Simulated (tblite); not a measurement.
## Geometry relaxation of Ga2NH4O4

Ga2NH4O4, multiplicity 2, computed with GFN2-xTB geometry optimisation, gas phase (tblite 0.8.0).

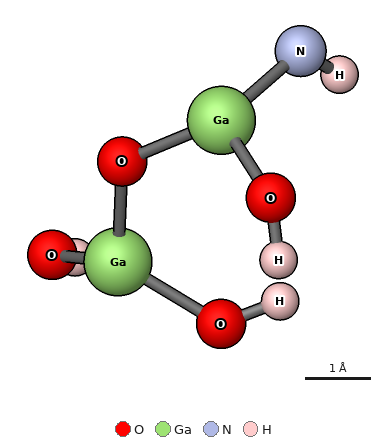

Fig. 1: The starting structure (ball-and-stick view, seen at a tilt). Sticks mark near contacts.

## Key numbers

```json
{"quantity": "outcome", "value": "converged"}
{"quantity": "total energy", "value": "−644.5883 eV"}
{"quantity": "hardware", "value": "1 CPU thread, shared host"}
{"quantity": "wall time", "value": "2.3 s"}
{"quantity": "peak memory", "value": "0.17 GiB"}
```

## The input
```
{"job": {"kind": "relax", "xc": "GFN2-xTB", "basis": "xTB"}, "charge": 0, "multiplicity": 2}
O     -1.168255    -2.109869     0.201838
Ga     0.355777    -2.522804    -0.797946
O      1.210183    -4.154311    -0.314376
O      1.483234    -1.087751    -1.207294
Ga     1.180937     0.717674    -0.708543
O     -0.440453     1.453933    -1.288559
N      1.767169     1.231074     1.049686
H     -1.291564    -1.340645     0.803407
H      1.184705    -4.542958     0.529237
H     -1.307425     0.988794    -1.276181
H      1.324900     0.916954     1.923819
```

The first line tells a small driver script what to run in tblite; the rest is the geometry in Å.

Launch command:
```bash
OMP_NUM_THREADS=1 python <driver script> task.json out
```

## Log
```
step      E/eV     max force
  0    -642.98539    2.895
  1    -643.19832    1.757
  2    -643.48909    1.994
  3    -643.86990    2.153
  4    -643.96654    1.035
  5    -643.99973    0.519
  6    -644.00623    0.316
  7    -644.02117    0.313
  8    -644.02988    0.401
  9    -644.05066    0.511
 10    -644.06925    0.526
 11    -644.09509    0.438
 12    -644.12135    0.540
 13    -644.16055    0.791
 14    -644.21568    0.758
 15    -644.23486    0.728
 16    -644.18722    2.177
 17    -644.25555    0.309
 18    -644.26085    0.242
 19    -644.27814    0.252
 20    -644.28632    0.270
 21    -644.29385    0.226
 22    -644.29846    0.187
 23    -644.30212    0.299
 24    -644.30408    0.282
 25    -644.30832    0.125
 26    -644.31239    0.155
 27    -644.31648    0.182
 28    -644.32100    0.198
 29    -644.32754    0.204
 30    -644.33261    0.159
 31    -644.33547    0.112
 32    -644.33715    0.131
 33    -644.34103    0.154
 34    -644.34692    0.212
 35    -644.35395    0.253
 36    -644.35994    0.213
 37    -644.36575    0.246
 38    -644.36979    0.247
 39    -644.37391    0.261
 40    -644.38207    0.385
 41    -644.39586    0.417
 42    -644.41230    0.723
 43    -644.43429    0.475
 44    -644.44416    0.332
 45    -644.45231    0.510
 46    -644.44477    0.931
 47    -644.46315    0.273
 48    -644.46906    0.349
 49    -644.48231    0.696
 50    -644.48871    0.370
 51    -644.49496    0.194
 52    -644.49912    0.168
 53    -644.50144    0.110
 54    -644.50367    0.117
 55    -644.50628    0.175
 56    -644.50885    0.173
 57    -644.51197    0.163
 58    -644.51400    0.153
 59    -644.51556    0.110
 60    -644.51684    0.119
 61    -644.51815    0.088
 62    -644.51956    0.100
 63    -644.52167    0.113
 64    -644.52446    0.166
 65    -644.52698    0.121
 66    -644.52895    0.234
 67    -644.53057    0.119
 68    -644.53225    0.122
 69    -644.53363    0.206
 70    -644.53503    0.204
 71    -644.53681    0.141
 72    -644.53791    0.091
 73    -644.53859    0.059
 74    -644.53915    0.064
 75    -644.53974    0.069
 76    -644.54026    0.066
 77    -644.54061    0.048
 78    -644.54090    0.039
 79    -644.54148    0.062
 80    -644.54241    0.087
 81    -644.54392    0.132
 82    -644.54576    0.156
 83    -644.54804    0.130
 84    -644.54913    0.058
 85    -644.54873    0.195
 86    -644.54959    0.050
 87    -644.54974    0.047
 88    -644.54997    0.051
 89    -644.55023    0.064
 90    -644.55060    0.126
 91    -644.55127    0.104
 92    -644.55246    0.148
 93    -644.55409    0.105
 94    -644.55550    0.081
 95    -644.55596    0.071
 96    -644.55654    0.076
 97    -644.55716    0.079
 98    -644.55781    0.070
 99    -644.55837    0.086
100    -644.55873    0.112
101    -644.55919    0.096
102    -644.55957    0.042
103    -644.55979    0.023
104    -644.55988    0.023
105    -644.55996    0.025
106    -644.56003    0.028
107    -644.56018    0.040
108    -644.56043    0.053
109    -644.56086    0.061
110    -644.56140    0.053
111    -644.56189    0.050
112    -644.56132    0.212
113    -644.56222    0.040
114    -644.56229    0.037
115    -644.56246    0.035
116    -644.56252    0.026
117    -644.56266    0.022
118    -644.56270    0.020
119    -644.56274    0.012
120    -644.56276    0.010
121    -644.56278    0.011
122    -644.56281    0.016
123    -644.56285    0.020
124    -644.56291    0.019
125    -644.56295    0.014
126    -644.56297    0.011
127    -644.56298    0.011
128    -644.56300    0.015
129    -644.56303    0.019
130    -644.56308    0.018
131    -644.56312    0.020
132    -644.56316    0.017
133    -644.56320    0.019
134    -644.56324    0.021
135    -644.56328    0.019
136    -644.56332    0.019
137    -644.56336    0.019
138    -644.56342    0.025
139    -644.56353    0.029
140    -644.56369    0.029
141    -644.56391    0.031
142    -644.56410    0.042
143    -644.56428    0.033
144    -644.56441    0.033
145    -644.56449    0.027
146    -644.56455    0.032
147    -644.56460    0.047
148    -644.56471    0.031
149    -644.56484    0.036
150    -644.56504    0.047
151    -644.56527    0.051
152    -644.56559    0.051
153    -644.56593    0.051
154    -644.56634    0.058
155    -644.56677    0.055
156    -644.56712    0.121
157    -644.56703    0.084
158    -644.56758    0.055
159    -644.56773    0.079
160    -644.56790    0.068
161    -644.56818    0.040
162    -644.56831    0.062
163    -644.56854    0.057
164    -644.56877    0.102
165    -644.56900    0.037
166    -644.56915    0.031
167    -644.56934    0.065
168    -644.56947    0.030
169    -644.56959    0.029
170    -644.56967    0.048
171    -644.56978    0.031
172    -644.56987    0.028
173    -644.57004    0.038
174    -644.57023    0.036
175    -644.57043    0.041
176    -644.57061    0.077
177    -644.57076    0.102
178    -644.57124    0.064
179    -644.57154    0.053
180    -644.57188    0.044
181    -644.57219    0.047
182    -644.57257    0.045
183    -644.57277    0.052
184    -644.57291    0.069
185    -644.57303    0.067
186    -644.57319    0.054
187    -644.57340    0.059
188    -644.57359    0.045
189    -644.57385    0.054
190    -644.57415    0.069
191    -644.57466    0.082
192    -644.57520    0.087
193    -644.57614    0.088
194    -644.57792    0.108
195    -644.57977    0.105
196    -644.58029    0.187
197    -644.58138    0.142
198    -644.58099    0.294
199    -644.58171    0.164
200    -644.58126    0.286
201    -644.58126    0.286
202    -644.58579    0.107
203    -644.58518    0.231
204    -644.58648    0.140
205    -644.58697    0.041
206    -644.58727    0.037
207    -644.58767    0.110
208    -644.58787    0.057
209    -644.58801    0.077
210    -644.58814    0.028
211    -644.58823    0.029
212    -644.58829    0.020
213    -644.58831    0.046
214    -644.58833    0.021
215    -644.58834    0.013
216    -644.58835    0.006
```

## Trajectory as extended XYZ (Å, eV, eV/Å), 10 of the 25 frames kept, from step=0 to step=216
```
11
Properties=species:S:1:pos:R:3:forces:R:3 step=0 energy=-642.98539
O    -1.1683   -2.1099    0.2018    0.5000   0.3040  -0.0100
Ga    0.3558   -2.5228   -0.7979    0.8320   0.1380   1.7850
O     1.2102   -4.1543   -0.3144   -0.4900   1.7270  -2.2710
O     1.4832   -1.0878   -1.2073   -0.8780   0.1000   0.3090
Ga    1.1809    0.7177   -0.7085   -1.3110  -0.9210   0.6490
O    -0.4405    1.4539   -1.2886    0.2180  -0.5390   0.3090
N     1.7672    1.2311    1.0497   -0.0240   0.0140  -0.5490
H    -1.2916   -1.3406    0.8034    0.3270  -0.8180  -0.8880
H     1.1847   -4.5430    0.5292   -0.3170  -0.3060   1.3400
H    -1.3074    0.9888   -1.2762    1.1050   0.3350  -0.0660
H     1.3249    0.9170    1.9238    0.0390  -0.0350  -0.6070
11
Properties=species:S:1:pos:R:3:forces:R:3 step=27 energy=-644.31648
O    -0.9629   -2.3391    0.6238   -0.0160  -0.1480   0.0190
Ga    0.5461   -2.4488   -0.2415   -0.0180   0.0390  -0.1000
O     1.3602   -3.9651   -0.3523    0.0740   0.0290  -0.0080
O     1.1472   -1.0174   -1.0322   -0.0560   0.0390   0.0600
Ga    0.8393    0.6336   -0.4553    0.0250   0.1190   0.0520
O    -0.5352    1.5055   -1.0997    0.1660  -0.0410   0.0610
N     1.9335    1.2423    0.8977   -0.1600  -0.0210  -0.0720
H    -1.5532   -1.6008    0.4817   -0.0460   0.0370   0.0500
H     0.9328   -4.6943    0.0951   -0.0430  -0.0620   0.0270
H    -1.0108    1.1508   -1.8525    0.0010  -0.0150  -0.0510
H     1.6024    1.0833    1.8504    0.0730   0.0230  -0.0380
11
Properties=species:S:1:pos:R:3:forces:R:3 step=45 energy=-644.45231
O    -1.1658   -2.8779    0.5536   -0.2030   0.2330   0.2030
Ga    0.4118   -2.5248   -0.1037   -0.1210  -0.0300  -0.0310
O     1.4205   -3.9173   -0.3578   -0.0660  -0.0110  -0.0090
O     0.8280   -0.9010   -0.5455    0.0010  -0.1140   0.0670
Ga    0.7346    0.8409   -0.3703    0.0820   0.0660   0.0520
O    -0.3167    1.7292   -1.4251    0.0390   0.0310  -0.0270
N     1.7808    1.6152    0.9136    0.0530  -0.0320   0.2420
H    -1.7743   -2.1952    0.8618    0.2480  -0.2690  -0.1870
H     0.9448   -4.7293   -0.1600    0.0840   0.1030  -0.0140
H    -0.7192    1.3455   -2.2105    0.0990  -0.0330   0.1630
H     2.1546    1.1646    1.7591   -0.2170   0.0560  -0.4580
11
Properties=species:S:1:pos:R:3:forces:R:3 step=72 energy=-644.53791
O    -1.2818   -3.1542    0.6781    0.0130   0.0520  -0.0190
Ga    0.2061   -2.5313    0.0132   -0.0170   0.0230   0.0050
O     1.4163   -3.6698   -0.4934   -0.0370  -0.0380   0.0310
O     0.4235   -0.8206   -0.1636    0.0000  -0.0120   0.0090
Ga    0.7529    0.8997   -0.3271   -0.0330  -0.0240  -0.0080
O     0.0114    1.7566   -1.6373   -0.0360  -0.0670  -0.0310
N     1.7072    1.7187    0.9930   -0.0100   0.0290  -0.0310
H    -1.9629   -2.5341    0.9401    0.0130  -0.0400   0.0080
H     1.1553   -4.5820   -0.3442    0.0350   0.0820  -0.0180
H    -0.5434    1.2671   -2.2512    0.0490   0.0500   0.0330
H     2.4145    1.1999    1.5074    0.0230  -0.0550   0.0210
11
Properties=species:S:1:pos:R:3:forces:R:3 step=99 energy=-644.55837
O    -1.3420   -3.3131    0.6870    0.0620  -0.0210  -0.0160
Ga    0.0297   -2.4072    0.1151    0.0190  -0.0460   0.0100
O     1.4417   -3.2125   -0.4935   -0.0260   0.0170   0.0150
O    -0.0109   -0.6779    0.1309   -0.0210  -0.0110  -0.0040
Ga    0.7416    0.8541   -0.3256   -0.0270  -0.0080  -0.0130
O     0.1905    1.6256   -1.7710    0.0310   0.0510   0.0040
N     1.9207    1.5665    0.8681    0.0700  -0.0360   0.0350
H    -2.0829   -2.8285    1.0490   -0.0430   0.0240   0.0070
H     1.4136   -4.1697   -0.4803   -0.0020  -0.0100   0.0000
H    -0.4535    1.1844   -2.3281   -0.0160  -0.0100  -0.0010
H     2.4506    0.9285    1.4635   -0.0480   0.0500  -0.0380
11
Properties=species:S:1:pos:R:3:forces:R:3 step=117 energy=-644.56266
O    -1.3255   -3.3183    0.7165    0.0170  -0.0040  -0.0130
Ga    0.0389   -2.4172    0.1211   -0.0080  -0.0050  -0.0010
O     1.4589   -3.2274   -0.4548   -0.0040  -0.0170   0.0020
O    -0.0222   -0.6869    0.0765   -0.0050   0.0120   0.0020
Ga    0.7496    0.8455   -0.3564    0.0000  -0.0130   0.0030
O     0.1731    1.6799   -1.7560    0.0090   0.0160   0.0100
N     2.0179    1.5094    0.7723   -0.0100   0.0090  -0.0110
H    -2.0928   -2.8345    1.0222   -0.0010   0.0060   0.0030
H     1.4290   -4.1849   -0.4430    0.0010   0.0130   0.0090
H    -0.5001    1.2697   -2.3023   -0.0130  -0.0050  -0.0140
H     2.3723    0.9148    1.5190    0.0140  -0.0120   0.0100
11
Properties=species:S:1:pos:R:3:forces:R:3 step=144 energy=-644.56441
O    -1.3147   -3.3423    0.7036    0.0260  -0.0100  -0.0170
Ga    0.0235   -2.4041    0.1078   -0.0150  -0.0260   0.0100
O     1.4785   -3.1982   -0.3985    0.0160   0.0120   0.0150
O    -0.0805   -0.6783    0.0080   -0.0040   0.0160  -0.0010
Ga    0.7290    0.8496   -0.3705    0.0030   0.0020   0.0020
O     0.1480    1.7530   -1.7253    0.0000  -0.0050  -0.0070
N     2.0319    1.4476    0.7559   -0.0050  -0.0160   0.0080
H    -2.1129   -2.8939    0.9811   -0.0170   0.0270   0.0060
H     1.4865   -4.1498   -0.2915    0.0010  -0.0130  -0.0100
H    -0.5251    1.3647   -2.2882   -0.0110   0.0070   0.0000
H     2.4350    0.8017    1.4329    0.0060   0.0060  -0.0050
11
Properties=species:S:1:pos:R:3:forces:R:3 step=171 energy=-644.56978
O    -1.3210   -3.3696    0.6385   -0.0010  -0.0040  -0.0100
Ga    0.0044   -2.3712    0.1228    0.0010   0.0090   0.0040
O     1.6077   -3.0109   -0.0521    0.0000  -0.0130   0.0060
O    -0.2432   -0.6836   -0.2048   -0.0130  -0.0090  -0.0020
Ga    0.6666    0.8221   -0.4301    0.0260   0.0050   0.0090
O     0.0678    1.9230   -1.6224   -0.0070   0.0000  -0.0120
N     2.0765    1.1382    0.6814    0.0150  -0.0120   0.0040
H    -2.1747   -2.9536    0.7615   -0.0030  -0.0070  -0.0080
H     1.7197   -3.9473    0.1160   -0.0120   0.0120   0.0020
H    -0.6881    1.6648   -2.1550   -0.0030  -0.0100   0.0190
H     2.5835    0.3382    1.0594   -0.0040   0.0280  -0.0130
11
Properties=species:S:1:pos:R:3:forces:R:3 step=189 energy=-644.57385
O    -1.3217   -3.4157    0.5277   -0.0070   0.0210  -0.0030
Ga   -0.0108   -2.3361    0.1569   -0.0160  -0.0210  -0.0110
O     1.6306   -2.9027    0.1762   -0.0030   0.0020   0.0000
O    -0.3012   -0.6726   -0.2536    0.0090  -0.0040   0.0110
Ga    0.6616    0.8112   -0.4364   -0.0220   0.0290  -0.0110
O     0.0217    1.9877   -1.5355   -0.0240  -0.0220  -0.0190
N     2.1334    1.0113    0.6194   -0.0020   0.0370  -0.0220
H    -2.2125   -3.0644    0.5475    0.0100  -0.0050  -0.0100
H     1.7484   -3.8327    0.3726    0.0070  -0.0050   0.0080
H    -0.7799    1.7668   -2.0172    0.0180   0.0040   0.0300
H     2.7294    0.1973    0.7574    0.0310  -0.0360   0.0270
11
Properties=species:S:1:pos:R:3:forces:R:3 step=216 energy=-644.58835
O    -1.3052   -3.4740    0.1337   -0.0050   0.0020  -0.0020
Ga    0.0176   -2.3484    0.1929    0.0000  -0.0010   0.0000
O     1.5766   -2.8398    0.7803   -0.0010   0.0010   0.0000
O    -0.1912   -0.7071   -0.3346    0.0000   0.0000   0.0000
Ga    0.7059    0.8177   -0.5116    0.0010   0.0000   0.0000
O    -0.2140    2.1329   -1.1591    0.0000   0.0010   0.0000
N     2.4576    0.8840   -0.0179    0.0000   0.0010   0.0000
H    -2.1521   -3.1714   -0.1954    0.0060  -0.0020   0.0020
H     1.6511   -3.7523    1.0615    0.0000  -0.0010   0.0000
H    -1.1344    1.9745   -1.3821    0.0000   0.0000   0.0000
H     2.8871    0.0345    0.3475    0.0000  -0.0010   0.0000
```
